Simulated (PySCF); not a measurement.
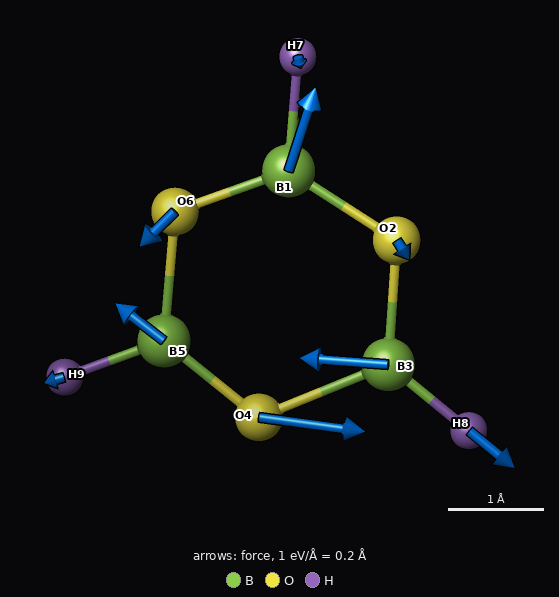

Starting geometry of B3H3O3 with the computed forces as blue arrows. Style: ball-and-stick. Shown from a free direction.

The start comes from GFN2-xTB. Its atoms were then displaced at random by about 0.03 Å.

Method: PySCF, PBE0-D3(BJ)/def2-SVP geometry optimisation, gas phase. 

What follows when this structure is relaxed?

Answer. It isn't relaxed: the largest force vector, on O4, is 5.88 eV/Å. The final displacements follow the starting forces only in part (cosine between the two patterns 0.77). The energy falls by 85.5 kJ/mol in 6 geometry steps. B1 moves most after the best rigid fit: 0.098 Å. Largest moves by element: B 0.098 Å, H 0.087 Å, O 0.079 Å. Some distances before and after: B3–O4 1.516 → 1.371 Å, B3–H8 1.096 → 1.201 Å, O4–B5 1.283 → 1.371 Å, B1–O6 1.293 → 1.371 Å. Among the angles between lasting bonds that change: O2–B1–O6 127.5° → 119.4°, O2–B3–H8 125.2° → 120.2°, B1–O6–B5 115.9° → 120.7°. Cost: 16 s on 1 thread of Arm Neoverse V2 (shared host).
